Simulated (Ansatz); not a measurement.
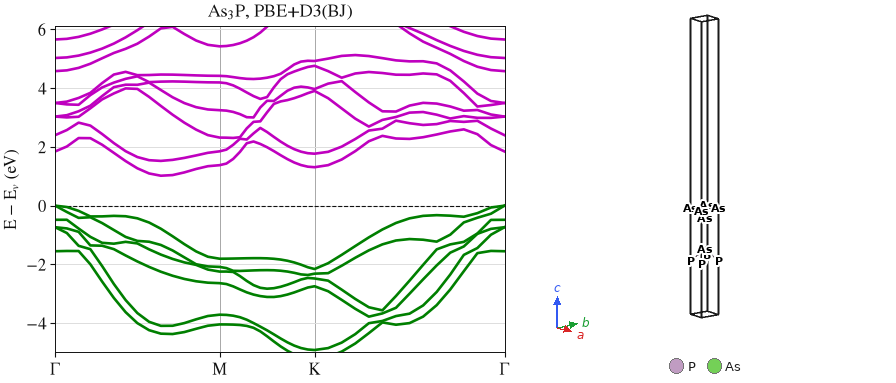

Band structure, beside the structure. Energies are counted from the top of the valence band.

Calculation on As$_{3}$P (sheet), 4 atoms in the cell.

Level of theory: DFT PBE+D3(BJ), scalar-relativistic, plane waves, PAW, no spin polarisation, 12×12×1 k mesh, 420 eV cutoff, Gaussian smearing of 0.02 eV; code Ansatz.

> Is there a gap? Give its size, its kind and where the band edges lie.

A semiconductor. The gap along this path is 1.02 eV and indirect, from the valence-band top at Γ to the conduction-band bottom between Γ and M; the smallest direct gap is 1.67 eV, between Γ and M.

> How much do the top valence band and the lowest conduction band disperse along the path?

The top valence band spans 2.2 eV and the lowest conduction band 1.6 eV.

> How many bands meet at the valence-band top?

Two bands meet at the valence-band top at Γ: it is doubly degenerate (spin aside).

> What are the direct gaps at Γ, K and M?

The direct gaps are 1.84 eV at Γ, 3.47 eV at K and 3.19 eV at M.

The structure is an invented one, so it need not be a known or stable phase.
